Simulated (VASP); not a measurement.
Band structure of CdF2 (fluorite). All values below come from SCAN meta-GGA, VASP's PBE PAW potentials (set 64) (plane waves; VASP).

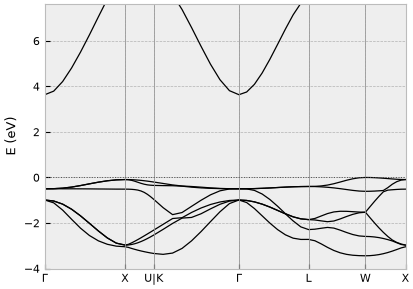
*Bands along high-symmetry lines, zero at the valence-band maximum or, without a gap, the Fermi level*

**Question.** Read the plot: is there a gap, and where are the band edges?

**Answer.** The gap is indirect, 3.63 eV, from the valence maximum at W to the conduction minimum at Γ.

Measured: gap 7.80 eV (computed value off by -4.17 eV), as given by Giancarlo Cappellini et al., Physical Review B (2013), arXiv:1302.2571.

The compound is CdF2 in the fluorite structure. The cell was not relaxed at this level.
